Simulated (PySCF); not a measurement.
# B3LYP/cc-pVTZ run of BOF (SMILES O=BF)

What is the energy change on altering one bond length of BOF at B3LYP/cc-pVTZ? Input form: a Python script.

The results are computed with PySCF 2.14.0.

4 further runs of the same task are left out: 1 that didn't finish, 3 set aside as unsound or not needed. Runs told in other sessions of the task aren't counted.

**1. The system as given**

BOF: 3 atoms, total charge 0, spin state singlet. As SMILES, `O=BF`. Geometry: relaxed at PBE0-D4/def2-TZVP.

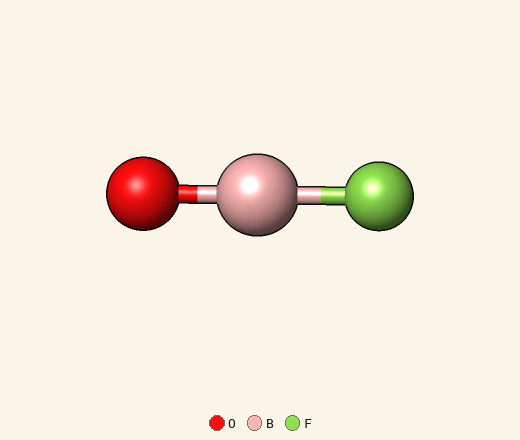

The structure, seen from a chosen angle (oxygen red, boron pink, fluorine green).

**2. The energy at B3LYP/cc-pVTZ**

Contents of run.py:

```python
# O=BF
from pyscf import gto, dft

mol = gto.M(
    atom='''
O      1.857790    -1.067884     0.906880
B      0.038361    -0.021921     0.018708
F     -1.896151     1.089994    -0.925588
''',
    basis='cc-pvtz',
    max_memory=1860,
    spin=0,
    verbose=3,
    unit='bohr',
)

mf = dft.RKS(mol)
mf.xc = 'b3lyp'
mf.conv_tol = 1e-10
mf.grids.level = 5
mf.kernel()
if not mf.converged:
    mf = mf.newton().run(mf.mo_coeff, mf.mo_occ)

e_final = mf.e_tot
print(f'total energy: {e_final:.8f} hartree')
```

Command:

```bash
OMP_NUM_THREADS=1 python run.py
```

The program printed:

```text
converged SCF energy = -200.087009742754
total energy: -200.08700974 hartree
```

It took 7.2 s on 1 thread of Arm Neoverse V2, shared host; peak memory 0.42 GiB.

**3. The distorted shape**

Contents of input.py:

```python
from pyscf import gto, dft

mol = gto.Mole()
mol.atom = 'O 2.138439 -1.229288 1.043890; B 0.020300 -0.011600 0.009900; F -1.003400 0.576800 -0.489800'
mol.max_memory = 1860
mol.verbose = 3
mol.charge = 0
mol.basis = 'cc-pvtz'
mol.build()

mf = dft.RKS(mol)
mf.xc = 'b3lyp'
mf.grids.level = 5
mf.conv_tol = 1e-10
mf.kernel()
if not mf.converged:
    mf = mf.newton().run(mf.mo_coeff, mf.mo_occ)

e_final = mf.e_tot
print('E(%s) = %.9f' % ('B3LYP', e_final))
```

Command:

```bash
OMP_NUM_THREADS=1 python input.py
```

The program printed:

```text
converged SCF energy = -199.745012410937
E(B3LYP) = -199.745012411
```

Wall time 10 s (1 thread of Arm Neoverse V2, shared host); peak memory 0.43 GiB.

**4. What came out**

At B3LYP/cc-pVTZ:

| quantity | value |
| --- | --- |
| first shape: total energy | -200.08701 Eh |
| first shape: dipole moment | 2.10 D |
| first shape: HOMO energy | -9.95 eV |
| first shape: LUMO energy | -0.46 eV |
| first shape: HOMO–LUMO gap | 9.49 eV |
| distorted shape: total energy | -199.74501 Eh |
| distorted shape: dipole moment | 3.85 D |
| distorted shape: HOMO energy | -7.69 eV |
| distorted shape: LUMO energy | -5.23 eV |
| distorted shape: HOMO–LUMO gap | 2.45 eV |
| energy change with the O1–B2 bond stretched from 1.206 to 2.653 Å | 9.306 eV |

With the O1–B2 bond stretched from 1.206 to 2.653 Å the energy rises by 9.31 eV (898 kJ/mol). The first shape isn't relaxed at this level, so the change isn't measured from a minimum. A restricted reference can't describe the breaking bond well at this length. Mulliken charges (first shape) run from -0.20 on O1 to +0.35 on B2; they depend strongly on the basis. Mulliken charges (distorted shape) run from -0.24 on O1 to +0.27 on B2; they depend strongly on the basis.
